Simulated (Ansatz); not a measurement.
SrTl (CsCl type)

```
SrTl
1.0
    7.89755     0.00000     0.00000
    0.00000     3.94878     0.00000
    0.00000     0.00000     3.94878
Sr Tl
2 2
Direct
  0.00000   0.00000   0.00000
  0.50000   0.00000   0.00000
  0.25000   0.50000   0.50000
  0.75000   0.50000   0.50000
```

The atoms are displaced by Q × the pattern below (from a DFPT mode at X = (0.5, 0.0, 0.0), largest move 1; Q in Å), at fixed cell. (q is in reciprocal vectors of the primitive cell; the cell shown is doubled to hold the pattern.)

```json
[
 {"atom": "Tl3", "x": "-1.000", "y": "0.000", "z": "0.000"},
 {"atom": "Tl4", "x": "1.000", "y": "0.000", "z": "0.000"}
]
```

Atoms not listed stay in place.

Computed with LDA (plane waves to 420 eV, PAW, scalar-relativistic; Ansatz, an electronic-structure program). k mesh 6×12×12 (Γ-centred), Fermi-Dirac smearing 0.05 eV. Energies are smeared free energies. With partly filled bands, energies and forces of such displacements shift with the k mesh and the smearing. Spin-orbit coupling is left out, though Tl is heavy. SrTl was relaxed with its symmetry unable to fall. ΔE is measured from the undisplaced structure.

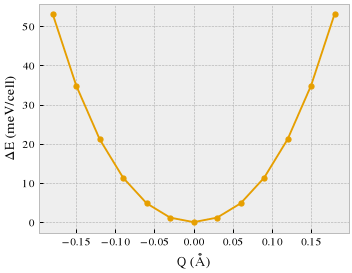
*ΔE (meV/cell) against Q (Å); one marker a computed point.*

Q: What is the energy change at Q = 0.180 Å?

A: About 53 meV/cell.

Q: What harmonic wavenumber does the curvature at Q = 0 give?

A: About 41 cm⁻¹.

(A displaced cell: forces are minus the slopes of the energy, force constants its curvatures, and phonons follow from these.)
